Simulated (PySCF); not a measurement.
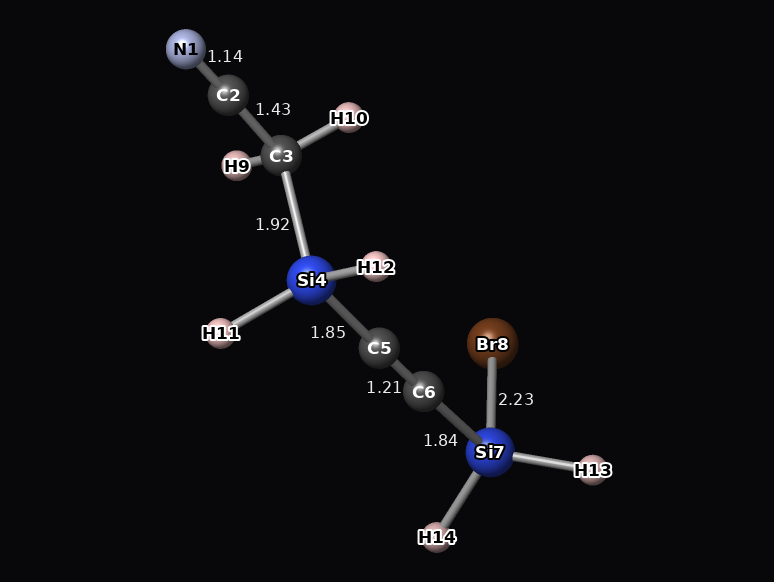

Bond lengths are marked in Å; every bond is drawn as one stick. The geometry was computed by an optimisation with GFN2-xTB. No frequency run is at hand to confirm it as a minimum.

> Which of the marked bonds are single, double, triple or aromatic?

N1–C2 triple; C2–C3 single; C3–Si4 single; Si4–C5 single; C5–C6 triple; C6–Si7 single; Si7–Br8 single.

> Give the structure as SMILES.

N#CC[SiH2]C#C[SiH2]Br
